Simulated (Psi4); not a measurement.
# One shape, several levels: BH2SClO (SMILES OB(S)Cl)

Aim: a comparison of 4 runs (BLYP/def2-SVPD, PBE/def2-SVPD, SVWN5/def2-SVPD, revPBE/def2-SVPD) of BH2SClO. 

The results are computed with Psi4 1.11.

1 further run of the same task is left out (set aside as unsound or not needed).

## (1) The system as given

The species is BH2SClO (6 atoms), meant as a singlet with charge 0. As SMILES, `OB(S)Cl`. The B2–S3 distance was set to 2.340 Å, away from the relaxed value.

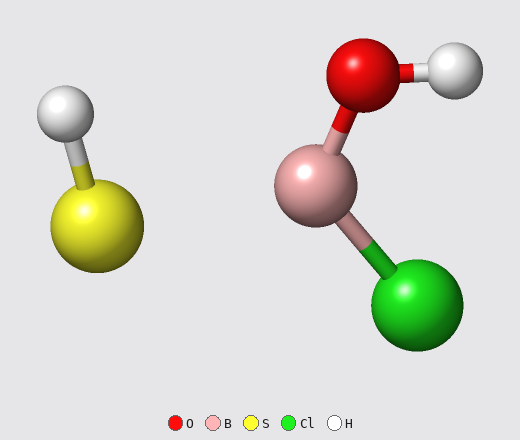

The structure, seen from a chosen angle (oxygen red, boron pink, sulfur yellow, chlorine green, hydrogen white).

## (2) Energy and gradient at BLYP/def2-SVPD (run 1)

job.py

```python
import psi4

psi4.set_memory(1600000000)
psi4.set_num_threads(1)
psi4.set_output_file('output.dat', False)

molecule = psi4.geometry("""
0 1
O      0.132103     1.111318    -1.097830
B     -0.401897    -0.015082    -0.583530
S      0.333000    -0.896100     1.455800
Cl    -1.690297    -0.880682    -1.434930
H     -0.257897     1.365918    -1.939330
H      1.248600     0.063900     1.671200
symmetry c1
no_reorient
no_com
""")

options = {'basis': 'def2-SVPD', 'puream': True, 'e_convergence': 1e-09, 'd_convergence': 1e-08, 'scf_type': 'pk', 'dft_radial_points': 99, 'dft_spherical_points': 590}
psi4.set_options(options)

E, wfn = psi4.gradient("blyp", molecule=molecule, return_wfn=True)
psi4.oeprop(wfn, "MULLIKEN_CHARGES", "LOWDIN_CHARGES", "MAYER_INDICES")
print('gradient / Eh bohr^-1')
print(E.np.round(6))
print(f'energy = {wfn.energy():.10f} Eh')
```

Run with:

```bash
$ python job.py
```

output.dat:

```text
[...]
  Running in c1 symmetry.
[...]
  Nuclear repulsion =  169.156600479741456
[...]
  Multiplicity = 1
[...]
  Nalpha       = 24
  Nbeta        = 24
[...]
    Number of basis functions: 113
[...]
   @RKS iter   1:  -959.11332738096758   -1.35031e-01   7.20604e-03 ADIIS/DIIS
[...]
   @RKS iter  13:  -959.39626261310775   -3.06954e-12   2.92267e-09 DIIS
[...]
  @RKS Final Energy:  -959.39626261310775
   => Energetics <=
    Nuclear Repulsion Energy =            169.1566004797414564
    One-Electron Energy =               -1658.8437451338520532
    Two-Electron Energy =                 597.4548833404269317
    DFT Exchange-Correlation Energy =     -67.1640012994240152
    Empirical Dispersion Energy =           0.0000000000000000
    VV10 Nonlocal Energy =                  0.0000000000000000
    Total Energy =                       -959.3962626131077513
[...]
  -Total Gradient:
     Atom            X                  Y                   Z
    ------   -----------------  -----------------  -----------------
       1       -0.008164772625     0.009543198934    -0.022368179112
       2       -0.017353693390     0.013975554916    -0.040459834272
       3        0.026377092939    -0.014470499423     0.053817038678
       4        0.001097094042     0.005110200135    -0.004209978637
       5        0.004823750974    -0.005457749341     0.013016316971
       6       -0.006783590740    -0.008697920604     0.000195662440
[...]
```

Standard output:

```text
gradient / Eh bohr^-1
[[-0.008165  0.009543 -0.022368]
 [-0.017354  0.013976 -0.04046 ]
 [ 0.026377 -0.01447   0.053817]
 [ 0.001097  0.00511  -0.00421 ]
 [ 0.004824 -0.005458  0.013016]
 [-0.006784 -0.008698  0.000196]]
energy = -959.3962626131 Eh
```

Wall time 35 s (1 thread of Intel Xeon Platinum 8259CL at 2.50GHz (Skylake/Cascade Lake), shared host); peak memory 0.64 GiB.

## (3) Energy and gradient at PBE/def2-SVPD (run 2)

job.json

```json
{
  "schema_name": "qcschema_input",
  "schema_version": 1,
  "molecule": {
    "schema_name": "qcschema_molecule",
    "schema_version": 2,
    "symbols": ["O", "B", "S", "Cl", "H", "H"],
    "geometry": [0.24963849, 2.10008666, -2.07459803, -0.75947526, -0.02850085, -1.10271189, 0.6292788, -1.69338358, 2.75106329, -3.1941984, -1.66424778, -2.71162471, -0.4873547, 2.58121093, -3.66480257, 2.35951204, 0.1207535, 3.1581103],
    "molecular_charge": 0,
    "molecular_multiplicity": 1,
    "fix_symmetry": "c1"
  },
  "driver": "gradient",
  "model": {
    "method": "pbe",
    "basis": "def2-SVPD"
  },
  "keywords": {
    "puream": true,
    "e_convergence": 1e-09,
    "d_convergence": 1e-08,
    "scf_type": "pk",
    "dft_radial_points": 99,
    "dft_spherical_points": 590,
    "scf_properties": ["MULLIKEN_CHARGES", "QUADRUPOLE", "MAYER_INDICES"]
  }
}
```

Run with:

```bash
$ psi4 --qcschema job.json -n 1 --memory 1600MB
```

stdout:

```text
[...]
  Running in c1 symmetry.
[...]
  Nuclear repulsion =  169.156600543052861
[...]
  Multiplicity = 1
[...]
  Nalpha       = 24
  Nbeta        = 24
[...]
    Number of basis functions: 113
[...]
   @RKS iter   1:  -958.69373841375693   -1.60188e-01   6.80361e-03 DIIS/ADIIS
[...]
   @RKS iter  13:  -958.94742453502249   -9.09495e-13   2.37812e-09 DIIS
[...]
  @RKS Final Energy:  -958.94742453502249
   => Energetics <=
    Nuclear Repulsion Energy =            169.1566005430528605
    One-Electron Energy =               -1658.8010539730787514
    Two-Electron Energy =                 597.4001752762454771
    DFT Exchange-Correlation Energy =     -66.7031463812421634
    Empirical Dispersion Energy =           0.0000000000000000
    VV10 Nonlocal Energy =                  0.0000000000000000
    Total Energy =                       -958.9474245350224919
[...]
  -Total Gradient:
     Atom            X                  Y                   Z
    ------   -----------------  -----------------  -----------------
       1       -0.007552333106     0.010396950328    -0.022463143124
       2       -0.015999326016     0.015834755604    -0.040638130550
       3        0.027776618715    -0.015955437306     0.057482705947
       4       -0.002787612104     0.002490097469    -0.006765678037
       5        0.004962773673    -0.004130946995     0.011714658825
       6       -0.006403504867    -0.008631920024     0.000660850419
[...]
```

The result, in JSON:

```text
{
 "driver": "gradient",
 "model": {
  "method": "pbe",
  "basis": "def2-SVPD"
 },
 "success": true,
 "return_result": [-0.007552333105963316, 0.010396950328258936, -0.022463143123546248, -0.015999326015921213, 0.015834755604159673, -0.040638130549729506, 0.02777661871504883, -0.015955437305852416, 0.05748270594650054, -0.002787612103701459, 0.002490097468649838, -0.006765678037409295, 0.004962773673305887, -0.004130946995088675, 0.011714658824785174, -0.006403504867035614, -0.008631920024142342, 0.0006608504186857087],
 "properties": {
  "calcinfo_nbasis": 113,
  "calcinfo_nmo": 113,
  "calcinfo_nalpha": 24,
  "calcinfo_nbeta": 24,
  "calcinfo_natom": 6,
  "nuclear_repulsion_energy": 169.15660054305286,
  "return_energy": -958.9474245350225,
  "return_gradient": [-0.007552333105963316, 0.010396950328258936, -0.022463143123546248, -0.015999326015921213, 0.015834755604159673, -0.040638130549729506, 0.02777661871504883, -0.015955437305852416, 0.05748270594650054, -0.002787612103701459, 0.002490097468649838, -0.006765678037409295, 0.004962773673305887, -0.004130946995088675, 0.011714658824785174, -0.006403504867035614, -0.008631920024142342, 0.0006608504186857087],
  "scf_one_electron_energy": -1658.8010539730788,
  "scf_two_electron_energy": 597.4001752762455,
  "scf_xc_energy": -66.70314638124216,
  "scf_dipole_moment": [-0.08279369430647154, 0.6744706181900098, -0.8797768150095711],
  "scf_total_energy": -958.9474245350225,
  "scf_total_gradient": [-0.007552333105963316, 0.010396950328258936, -0.022463143123546248, -0.015999326015921213, 0.015834755604159673, -0.040638130549729506, 0.02777661871504883, -0.015955437305852416, 0.05748270594650054, -0.002787612103701459, 0.002490097468649838, -0.006765678037409295, 0.004962773673305887, -0.004130946995088675, 0.011714658824785174, -0.006403504867035614, -0.008631920024142342, 0.0006608504186857087],
  "scf_iterations": 13
 }
}
```

Run time: 40 s. Hardware: 1 thread of Intel Xeon Platinum 8259CL at 2.50GHz (Skylake/Cascade Lake), shared host; peak memory 0.64 GiB.

## (4) Energy and gradient at SVWN5/def2-SVPD (run 3)

calc.in

```
memory 1600 mb

molecule {
  0 1
  O
  B 1 r2
  S 2 r3 1 a3
  Cl 2 r4 1 a4 3 d4
  H 1 r5 2 a5 4 d5
  H 3 r6 2 a6 1 d6

  r2 = 1.348495
  r3 = 2.3399
  a3 = 121.50232
  r4 = 1.770345
  a4 = 120.87666
  d4 = 179.99061
  r5 = 0.961792
  a5 = 113.21796
  d5 = -0.00537
  r6 = 1.343994
  a6 = 94.85878
  d6 = -0.00693
  symmetry c1
  no_reorient
  no_com
}

set basis def2-SVPD
set puream true
set e_convergence 1e-09
set d_convergence 1e-08
set scf_type pk
set dft_radial_points 99
set dft_spherical_points 590

e, wfn = gradient('scf', dft_functional={"name": "SVWN5", "x_functionals": {"LDA_X": {}}, "c_functionals": {"LDA_C_VWN": {}}}, return_wfn=True)
oeprop(wfn, 'MAYER_INDICES', 'DIPOLE', 'WIBERG_LOWDIN_INDICES')
```

Run with:

```bash
$ psi4 -i calc.in -o calc.out -n 1
```

calc.out:

```text
[...]
  Running in c1 symmetry.
[...]
  Nuclear repulsion =  169.156578612509577
[...]
  Multiplicity = 1
[...]
  Nalpha       = 24
  Nbeta        = 24
[...]
    Number of basis functions: 113
[...]
   @RKS iter   1:  -955.49548019471740   -1.28476e-01   6.88707e-03 DIIS/ADIIS
[...]
   @RKS iter  13:  -955.75697990766491   -2.72848e-12   2.92539e-09 DIIS
[...]
  @RKS Final Energy:  -955.75697990766491
   => Energetics <=
    Nuclear Repulsion Energy =            169.1565786125095769
    One-Electron Energy =               -1658.5612467385142281
    Two-Electron Energy =                 597.1082685396023635
    DFT Exchange-Correlation Energy =     -63.4605803212625830
    Empirical Dispersion Energy =           0.0000000000000000
    VV10 Nonlocal Energy =                  0.0000000000000000
    Total Energy =                       -955.7569799076649133
[...]
  -Total Gradient:
     Atom            X                  Y                   Z
    ------   -----------------  -----------------  -----------------
       1        0.000005774876     0.022496786444    -0.028586666246
       2       -0.000010851927     0.038955547673    -0.016803672657
       3        0.000000198138    -0.065717473550     0.025162104093
       4        0.000004789080     0.014556781620     0.001820617316
       5       -0.000001226798    -0.014443173213     0.007307200629
       6        0.000001337147     0.004163883210     0.011091962963
[...]
```

Run time: 25 s. Hardware: 1 thread of Intel Xeon Platinum 8259CL at 2.50GHz (Skylake/Cascade Lake), shared host; peak memory 0.61 GiB.

## (5) Energy and forces at revPBE/def2-SVPD (run 4)

bclh2os.xyz

```xyz
6
BClH2OS
O      0.132103     1.111318    -1.097830
B     -0.401897    -0.015082    -0.583530
S      0.333000    -0.896100     1.455800
Cl    -1.690297    -0.880682    -1.434930
H     -0.257897     1.365918    -1.939330
H      1.248600     0.063900     1.671200
```

calc.py

```python
import psi4

psi4.set_memory('1600 MB')
psi4.set_num_threads(1)
psi4.core.set_output_file('run.log', False)

with open('bclh2os.xyz') as f:
    atoms = ''.join(f.readlines()[2:])
mol = psi4.geometry('0 1\n' + atoms + 'symmetry c1')

options = {'basis': 'def2-SVPD', 'puream': True, 'e_convergence': 1e-09, 'd_convergence': 1e-08, 'scf_type': 'pk', 'dft_radial_points': 99, 'dft_spherical_points': 590}
psi4.set_options(options)

e_tot = psi4.gradient("REVPBE")
print('gradient / Eh bohr^-1')
print(e_tot.np.round(6))
```

Run with:

```bash
$ python calc.py
```

run.log:

```text
[...]
  Running in c1 symmetry.
[...]
  Nuclear repulsion =  169.156600479741456
[...]
  Multiplicity = 1
[...]
  Nalpha       = 24
  Nbeta        = 24
[...]
    Number of basis functions: 113
[...]
   @RKS iter   1:  -958.99260563372525   -1.74212e-01   6.70374e-03 ADIIS/DIIS
[...]
   @RKS iter  13:  -959.23885175930400   -2.38742e-12   2.21375e-09 DIIS
[...]
  @RKS Final Energy:  -959.23885175930400
   => Energetics <=
    Nuclear Repulsion Energy =            169.1566004797414564
    One-Electron Energy =               -1658.8127512273717912
    Two-Electron Energy =                 597.4207511237923427
    DFT Exchange-Correlation Energy =     -67.0034521354659205
    Empirical Dispersion Energy =           0.0000000000000000
    VV10 Nonlocal Energy =                  0.0000000000000000
    Total Energy =                       -959.2388517593039978
[...]
  -Total Gradient:
     Atom            X                  Y                   Z
    ------   -----------------  -----------------  -----------------
       1       -0.009642872388     0.006127496049    -0.020608080601
       2       -0.015634132713     0.017626695256    -0.042143650854
       3        0.027204406562    -0.015405911871     0.056049096150
       4       -0.000140593457     0.004419399688    -0.005186877235
       5        0.004789024108    -0.004110397531     0.011444746310
       6       -0.006578795582    -0.008654010101     0.000436880510
[...]
```

Standard output:

```text
gradient / Eh bohr^-1
[[-0.009643  0.006127 -0.020608]
 [-0.015634  0.017627 -0.042144]
 [ 0.027204 -0.015406  0.056049]
 [-0.000141  0.004419 -0.005187]
 [ 0.004789 -0.00411   0.011445]
 [-0.006579 -0.008654  0.000437]]
```

Run time: 39 s. Hardware: 1 thread of Intel Xeon Platinum 8259CL at 2.50GHz (Skylake/Cascade Lake), shared host; peak memory 0.64 GiB.

## (6) The series

| run | level | energy (Eh) | dipole moment (D) | HOMO energy (eV) | LUMO energy (eV) | wall time |
| --- | --- | --- | --- | --- | --- | --- |
| 1 | BLYP/def2-SVPD | -959.396263 | 2.77 | -5.83 | -2.08 | 35 s |
| 2 | PBE/def2-SVPD | -958.947425 | 2.83 | -6.00 | -2.16 | 40 s |
| 3 | SVWN5/def2-SVPD | -955.756980 | 2.83 | -6.10 | -2.28 | 25 s |
| 4 | revPBE/def2-SVPD | -959.238852 | 2.85 | -5.96 | -2.11 | 39 s |

## (7) Outcome

| quantity | value |
| --- | --- |
| run 4: total energy | -959.23885 Eh |
| run 4: dipole moment | 2.85 D |
| run 4: HOMO energy | -5.96 eV |
| run 4: LUMO energy | -2.11 eV |
| run 4: HOMO–LUMO gap | 3.85 eV |
| run 4: largest force on an atom | 3.300 eV/Å |

The dipole moment (its size) runs from 2.77 D (BLYP/def2-SVPD) to 2.85 D (revPBE/def2-SVPD). The HOMO–LUMO gap runs from 3.76 eV (BLYP/def2-SVPD) to 3.85 eV (revPBE/def2-SVPD). Totals of different functionals can't be ranked against each other. All runs together took 2.3 min, the longest 40 s.
